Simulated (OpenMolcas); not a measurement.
**Excited-state calculation of GeH4O2 (part 1 of 4)**

GeH4O2, SMILES [OH][GeH2][OH], computed with CASPT2/ANO-RCC-VDZP, DKH2 (OpenMolcas 26.06).

The geometry comes from this level: PBE0-D4/def2-TZVP.

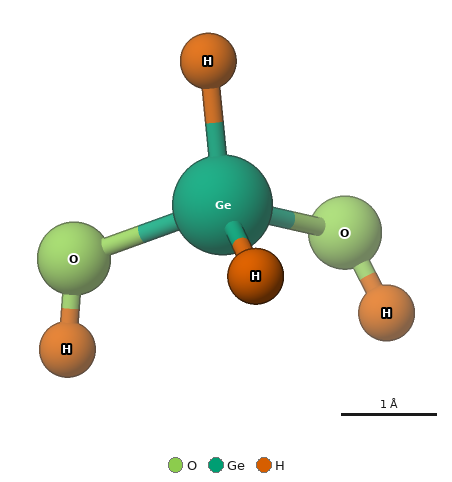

**Figure 1.** The structure (ball-and-stick view, seen at a tilt). Sticks mark near contacts. Bond lengths as drawn: Ge–H 1.52 to 1.54 Å, Ge–O 1.77 to 1.78 Å and H–O 0.96 Å.

Results in brief

| quantity | value |
| --- | --- |
| outcome | converged |
| total energy | −2249.765523 hartree |
| CASSCF energy | −2249.236066 hartree |
| basis functions | 75 |
| lowest singlet excitation | 7.86 eV |
| hardware | 1 thread of AMD EPYC (Zen 3), 128 GiB of memory available, shared host |
| wall time | 13 s |
| peak memory | 0.24 GiB |

Input
```
* GeH4O2 CASPT2
&GATEWAY
BasisSet
O.ANO-RCC-VDZP....
O1 -1.491300 -0.416000 -0.173900 angstrom
O3 1.347400 -0.798900 0.400600 angstrom
End of Basis
BasisSet
Ge.ANO-RCC-VDZP....
Ge2 0.023500 0.377000 0.305300 angstrom
End of Basis
BasisSet
H.ANO-RCC-VDZP....
H4 -1.634900 -0.418700 -1.122100 angstrom
H5 0.363400 1.460500 -0.739100 angstrom
H6 -0.172500 0.863100 1.737300 angstrom
H7 1.625600 -1.135200 -0.453800 angstrom
End of Basis
RICD
&SEWARD
Relativistic=R02E00
&RASSCF
FileOrb=$CurrDir/step2.RasOrb
Spin=1
Nactel=2 0 0
Inactive=25
Ras2=2
CIRoot=3 3 1
OrbListing=Nothing
OrbAppear=Compact
&CASPT2
XMultistate=all
DWMS=1
DWType=1
IPEA=0.25
Sig2=0.3
&RASSI
NrOfJobIphs=1 all
IphNames
JOBMIX
EJob
```

Launch command:
```bash
export MOLCAS_MEM=1860
pymolcas step3.input > step3.log
```

The program's output
```
--- Start Module: gateway ---

                                              &GATEWAY

                       available to each process: 1.9 GB of memory, 1 thread

++    Symmetry information:
      ---------------------

                    Character Table for C1

                             E
                    a        1  x, y, xy, Rz, z, xz, Ry, yz, Rx, I
--

++    Basis set information:
      ----------------------

      Basis set label: O.ANO-RCC...3S2P1D.

      Electronic valence basis set:
      ------------------
      Associated Effective Charge   8.000000 au
      Associated Actual Charge      8.000000 au
      Nuclear Model: Point charge

      Shell  nPrim  nBasis  Cartesian Spherical Contaminant
         s      14       3        X
         p       9       2        X
         d       4       1                 X

      Basis set label: GE.ANO-RCC...5S4P2D.

      Electronic valence basis set:
      ------------------
      Associated Effective Charge  32.000000 au
      Associated Actual Charge     32.000000 au
      Nuclear Model: Point charge

      Shell  nPrim  nBasis  Cartesian Spherical Contaminant
         s      20       5        X
         p      17       4        X
         d      11       2                 X

      Basis set label: H.ANO-RCC...2S1P.

      Electronic valence basis set:
      ------------------
      Associated Effective Charge   1.000000 au
      Associated Actual Charge      1.000000 au
      Nuclear Model: Point charge

      Shell  nPrim  nBasis  Cartesian Spherical Contaminant
         s       8       2        X
         p       4       1        X
--

++    Molecular structure info:
      -------------------------

                    ************************************************
                    **** Cartesian Coordinates / bohr, angstrom ****
                    ************************************************

     Center  Label                x              y              z                     x              y              z
        1      O1              -2.818149      -0.786126      -0.328623             -1.491300      -0.416000      -0.173900
        2      O3               2.546217      -1.509702       0.757024              1.347400      -0.798900       0.400600
        3      GE2              0.044409       0.712427       0.576933              0.023500       0.377000       0.305300
        4      H4              -3.089513      -0.791228      -2.120462             -1.634900      -0.418700      -1.122100
        5      H5               0.686726       2.759945      -1.396697              0.363400       1.460500      -0.739100
        6      H6              -0.325978       1.631023       3.283021             -0.172500       0.863100       1.737300
        7      H7               3.071939      -2.145217      -0.857558              1.625600      -1.135200      -0.453800

                    ***************************************
                    *    InterNuclear Distances / bohr    *
                    ***************************************

               1 O1            2 O3            3 GE2           4 H4            5 H5            6 H6
    1 O1       0.000000
    2 O3       5.520744        0.000000
    3 GE2      3.355581        3.351020        0.000000
    4 H4       1.812277        6.368484        4.399816        0.000000
    5 H5       5.098975        5.130897        2.915496        5.233990        0.000000
    6 H6       5.009740        4.949173        2.881652        6.534681        4.919329        0.000000
    7 H7       6.067951        1.813047        4.403389        6.433638        5.480924        6.553642

               7 H7
    7 H7       0.000000

                    *******************************************
                    *    InterNuclear Distances / angstrom    *
                    *******************************************

               1 O1            2 O3            3 GE2           4 H4            5 H5            6 H6
    1 O1       0.000000
    2 O3       2.921452        0.000000
    3 GE2      1.775697        1.773283        0.000000
    4 H4       0.959016        3.370056        2.328283        0.000000
    5 H5       2.698262        2.715154        1.542814        2.769708        0.000000
    6 H6       2.651040        2.618990        1.524904        3.458004        2.603197        0.000000
    7 H7       3.211021        0.959423        2.330173        3.404535        2.900380        3.468038

               7 H7
    7 H7       0.000000

                    **************************************
                    *    Valence Bond Angles / degree    *
                    **************************************
                          Atom centers                 Phi
                      5 H5       3 GE2      6 H6       116.11
--

            Nuclear Potential Energy            219.67949954 au

--- Stop Module: gateway /rc=_RC_ALL_IS_WELL_ ---
--- Module gateway spent 3 seconds ---

--- Start Module: seward ---

                                              &SEWARD

                       available to each process: 1.9 GB of memory, 1 thread

               SEWARD will generate:
                  Multipole Moment integrals up to order  2
                  Kinetic Energy integrals
                  Nuclear Attraction integrals (point charge)
                  One-Electron Hamiltonian integrals
                  Velocity integrals
                  Relativistic Douglas-Kroll-Hess integrals:
                    - Parametrization         : EXP
                    - DKH order of Hamiltonian: 2
                    - DKH order of Properties : 0
                         - multipole moment operators
                         - electric potential operators
                         - contact operators
                  Orbital angular momentum around ( -0.0066   0.1583   0.4402 )
                  Velocity quadrupole around ( -0.0066   0.1583   0.4402 )
                  Atomic mean-field integrals
                  RI decomposed two-electron repulsion integrals stored Cholesky style
                   - acCD auxiliary basis
                   - CD Threshold:   1.00E-04

                   Integrals are discarded if absolute value <: 1.00E-14
                   Integral cutoff threshold is set to       <: 1.00E-16

            Nuclear Potential Energy            219.67949954 au

      Basis set specifications :
      Symmetry species         a
      Basis functions           75

--- Stop Module: seward /rc=_RC_ALL_IS_WELL_ ---
--- Module seward spent 3 seconds ---

--- Start Module: rasscf ---

                                              &RASSCF

                       available to each process: 1.9 GB of memory, 1 thread

      Header of the ONEINT file:
      --------------------------

      OrdInt status: non-squared

      Cartesian coordinates in angstrom:
      -----------------------------------------------------
      No.  Label        X            Y            Z
      -----------------------------------------------------
       1   O1        -1.49130000  -0.41600000  -0.17390000
       2   O3         1.34740000  -0.79890000   0.40060000
       3   GE2        0.02350000   0.37700000   0.30530000
       4   H4        -1.63490000  -0.41870000  -1.12210000
       5   H5         0.36340000   1.46050000  -0.73910000
       6   H6        -0.17250000   0.86310000   1.73730000
       7   H7         1.62560000  -1.13520000  -0.45380000
      -----------------------------------------------------
      Nuclear repulsion energy =  219.67949954

++    Wave function specifications:
      -----------------------------

      Number of closed shell electrons          50
      Number of electrons in active shells       2
      Max number of holes in RAS1 space          0
      Max nr of electrons in RAS3 space          0
      Number of inactive orbitals               25
      Number of active orbitals                  2
      Number of secondary orbitals              48
      Spin quantum number                      0.0
      State symmetry                             1
--

++    Orbital specifications:
      -----------------------

      Symmetry species                           1
                                                 a
      Frozen orbitals                            0
      Inactive orbitals                         25
      Active orbitals                            2
      RAS1 orbitals                              0
      RAS2 orbitals                              2
      RAS3 orbitals                              0
      Secondary orbitals                        48
      Deleted orbitals                           0
      Number of basis functions                 75
--

++    CI expansion specifications:
      ----------------------------

      Number of CSFs                             3
      Number of spin combinations                3
      Number of determinants                     4
      Number of root(s) required                 3
      Root chosen for geometry opt.              3
      CI roots used                              1     2     3
      weights                                0.333 0.333 0.333
      highest root included in the CI            3
      max. size of the explicit Hamiltonian      3
--

++    Optimization specifications:
      ----------------------------

      RASSCF algorithm: LK RI/DF
      Maximum number of macro iterations       200
      Maximum number of SX iterations          100
      Threshold for RASSCF energy            1.000E-08
      Threshold for max MO rotation          1.000E-01
      Threshold for max BLB element          1.000E-04
      Level shift parameter                  5.000E-01
      Make Quasi-Newton update
--

      The MO-coefficients are taken from the file:
      step2.RasOrb
      Title: RASSCF average (pseudo-natural) orbitals

      Total molecular charge    0.00

      ************************************************************************************************************************
      *                                            Wave function control section                                             *
      ************************************************************************************************************************

                                         RASSCF iterations: Energy and convergence statistics
                                         ----------------------------------------------------

          iter iter root      energy       change     param      element    value   shift minimum  type update hh:mm:ss
 Nr of preliminary CI iterations:   1
      Total energies have been shifted. Add                -2000.00 au
        1   1    3    0  -248.90234527    0.00E+00   1.80E-05   24  26 1  1.16E-05   0.24   0.00    SX    NO    0:00:00
        2   1    3    0  -248.90234527   -1.43E-09   1.55E-05   24  26 1  1.00E-05   0.24   0.00    SX    NO    0:00:00
        3   1    3    0  -248.90234527   -7.92E-10   1.39E-05   24  26 1  8.96E-06   0.24   0.00    SX    NO    0:00:00
        4   1    3    0  -248.90234527   -5.33E-10  -1.22E-05   24  26 1  7.89E-06   0.24   0.00    SX    NO    0:00:00
      Convergence after  4 iterations
        5   1    3    0  -248.90234527   -3.94E-10  -1.22E-05   24  26 1  7.06E-06   0.24   0.00    SX    NO    0:00:00

      ************************************************************************************************************************
                                                      Wave function printout:
                       occupation of active orbitals, and spin coupling of open shells (u,d: Spin up or down)
      ************************************************************************************************************************

      Note: transformation to natural orbitals
      has been made, which may change the order of the CSFs.

      printout of CI-coefficients larger than  0.05 for root  1
      energy=   -2249.236066
      conf/sym  11     Coeff  Weight
             1  20   0.74471 0.55460
             2  ud   0.62391 0.38926
             3  02   0.23694 0.05614

      printout of CI-coefficients larger than  0.05 for root  2
      energy=   -2248.957870
      conf/sym  11     Coeff  Weight
             1  20  -0.61023 0.37238
             2  ud   0.49282 0.24287
             3  02   0.62028 0.38475

      printout of CI-coefficients larger than  0.05 for root  3
      energy=   -2248.513100
      conf/sym  11     Coeff  Weight
             1  20   0.27022 0.07302
             2  ud  -0.60652 0.36787
             3  02   0.74774 0.55911

      Natural orbitals and occupation numbers for root  1
      sym 1:   1.999339   0.000661

      Natural orbitals and occupation numbers for root  2
      sym 1:   0.985788   1.014212

      Natural orbitals and occupation numbers for root  3
      sym 1:   0.000657   1.999343

      ************************************************************************************************************************
      *                                                    Final results                                                     *
      ************************************************************************************************************************

++    Final optimization conditions:
      ------------------------------

      Average CI energy                           -2248.90234527
      RASSCF energy for state  3                  -2248.51309999
      Super-CI energy                                -0.00000000
      RASSCF energy change                           -0.00000000
      Max change in MO coefficients               1.196E-05
      Max non-diagonal density matrix element    -1.223E-05
      Maximum BLB matrix element                  7.058E-06
      (orbital pair  24,  26 in symmetry   1)
      Norm of electronic gradient            3.575E-01
--

      Final state energy(ies):
      ------------------------

::    RASSCF root number  1 Total energy:  -2249.23606589
::    RASSCF root number  2 Total energy:  -2248.95786993
::    RASSCF root number  3 Total energy:  -2248.51309999
      Von Neumann Entropy (Root   1) =  0.00430

      Mulliken population analysis for root number:  1
      -----------------------------------------------

++    Molecular charges:
      ------------------

      Mulliken charges per centre
      ---------------------------

                O1      O3      GE2     H4      H5      H6      H7
      Total    8.8213  8.6865 30.3883  0.8205  1.2263  1.1839  0.8733

      N-E     -0.8213 -0.6865  1.6117  0.1795 -0.2263 -0.1839  0.1267

      Total electronic charge=   52.000000

      Total            charge=   -0.000000
--

      Expectation values of various properties for root number:  1
      -----------------------------------------------------------

++    Molecular properties:
      ---------------------

      Charge (e):
                      =   -0.0000
      Dipole Moment (debye):
      Origin of the operator (angstrom)=   -0.0035    0.0838    0.2330
                   X=  9.4026E-01               Y=  1.8331E+00               Z= -2.8029E+00           Total=  3.4786E+00
      Quadrupole Moment (debye*angstrom):
      Origin of the operator (angstrom)=   -0.0035    0.0838    0.2330
                  XX= -3.4862E+01              XY= -8.5708E-01              XZ= -6.3294E-01              YY= -3.1240E+01
                  YZ=  3.4028E+00              ZZ= -2.5007E+01
      In traceless form (debye*angstrom)
                  XX= -6.7380E+00              XY= -1.2856E+00              XZ= -9.4942E-01              YY= -1.3060E+00
                  YZ=  5.1042E+00              ZZ=  8.0440E+00
--

      LoProp population analysis for root number:  1
      -----------------------------------------------

++    LoProp analysis:
      ----------------

++    Static properties:
      ------------------

      LoProp Charges per center

                   O1       O3       GE2      H4       H5       H6       H7
      Nuclear      8.0000   8.0000  32.0000   1.0000   1.0000   1.0000   1.0000
      Electronic  -8.9367  -8.7806 -30.8950  -0.5840  -1.0949  -1.0555  -0.6533

      Total       -0.9367  -0.7806   1.1050   0.4160  -0.0949  -0.0555   0.3467
--

      Natural Bond Order analysis for root number:  1
```
